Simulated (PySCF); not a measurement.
C$_{3}$H$_{8}$OSi$_{2}$ (SMILES O=C[SiH]1C[SiH2]C1)

Input file:

```
{"job": {"kind": "nmr", "xc": "PBE0", "basis": "pcSseg-1"}, "charge": 0, "multiplicity": 1}
O      3.171644    -1.204680    -0.389209
C      2.077273    -0.761082    -0.627880
Si     0.749678    -0.357442     0.688425
C      0.027888     1.390749     0.350107
Si    -1.604365     0.658555    -0.351930
C     -0.951484    -1.076016     0.157782
H      1.798332    -0.556488    -1.687192
H      1.261755    -0.664169     2.022281
H     -0.114475     1.976873     1.253876
H      0.596433     2.014804    -0.334405
H     -1.760796     0.825939    -1.797993
H     -2.818457     1.092436     0.340512
H     -0.931793    -1.823631    -0.630885
H     -1.502310    -1.516321     0.984345
```

Launched as:

```sh
OMP_NUM_THREADS=1 python probes_run.py task.json out
```

Geometry: GFN2-xTB.

Computed with PBE0/pcSseg-1, SCF density, gas phase, non-relativistic (PySCF).

### What can the converged electron density and electron localisation function tell about the bonding?

C–O (1.20 Å): ρ at the midpoint is about 3.3 e/Å³; the ELF peaks at about 0.85 between the atoms (a short, multiple covalent bond).
C–Si (1.91 Å): ρ is about 0.94 e/Å³ halfway; the ELF peaks at about 1 between the atoms (a covalent bond).
C–H (1.11 Å): ρ at the midpoint is about 2 e/Å³; the ELF climbs to about 1 towards the hydrogen, as it does in any bond to H (an ordinary covalent bond to hydrogen).
Si–H (1.46 Å): ρ is about 0.82 e/Å³ halfway; the ELF climbs to about 1 towards the hydrogen.

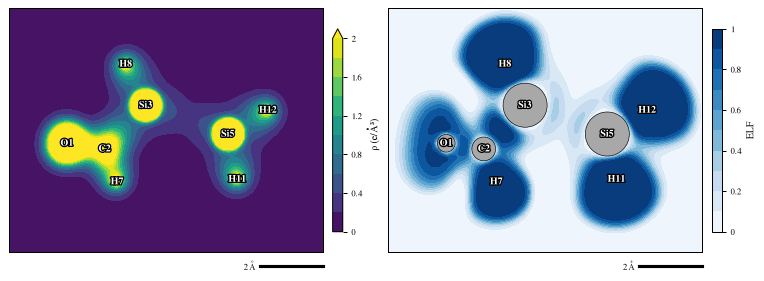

Computed electron density and electron localisation function on the plane of atoms O1, C2 and H7, in this order. Grey discs cover the atomic cores in the ELF map. 
